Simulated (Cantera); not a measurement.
Charge: 1 mol Ta₂O₅, 7.6 mol C, 0.5 mol H₂, equilibrated at 133 Pa.

Equilibrium computed with Cantera from the NASA thermochemical tables; the gas is ideal and each condensed phase is pure. Candidate condensed phases: C, C₆H₆, C₇H₈, C₈H₁₈, H₂O, Ta, TaC, Ta₂O₅; 113 gas species. TaC: taken at fixed stoichiometry. Condensed phases not in the tables: Ta₂C. Kinetics and transport are ignored.

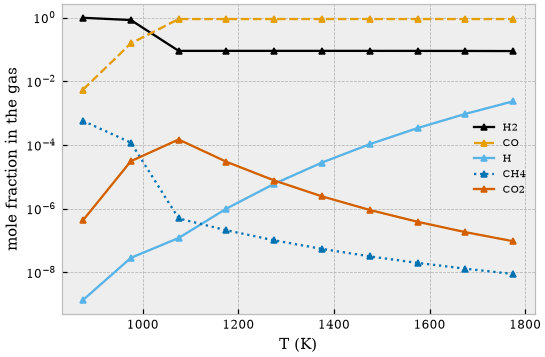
*Equilibrium gas composition (values under 1e-9 drawn at 1e-9)*

From 875 K to 975 K the condensed part is C(graphite) + TaC(s) + Ta₂O₅(s). From 1075 K to 1775 K the condensed part is C(graphite) + TaC(s).
